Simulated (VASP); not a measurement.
Band structure of ZrO$_{2}$ (fluorite). These are PBE GGA with D3 dispersion (Becke-Johnson damping), VASP's PBE PAW potentials (set 64) (plane waves; VASP) values and carry that method's errors.

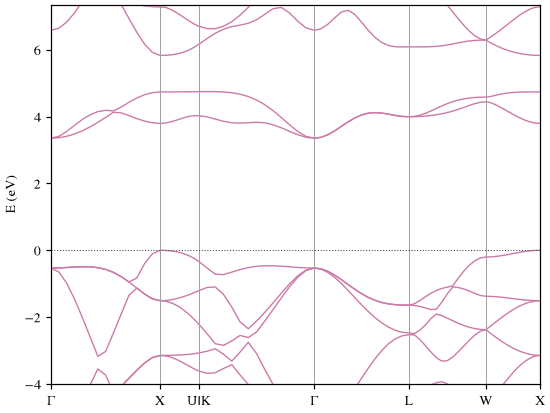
Fig. 1. Bands along high-symmetry lines, zero at the valence-band maximum or, without a gap, the Fermi level

Q: Read the plot: is there a gap, and where are the band edges?

A: The gap is indirect, 3.35 eV, from the valence maximum at X to the conduction minimum at Γ. (Edges off the drawn lines would not show.)

The compound is ZrO2 in the fluorite structure, the high-temperature cubic form, which is unstable at 0 K; the monoclinic form is the stable one. The cell was not relaxed at this level.
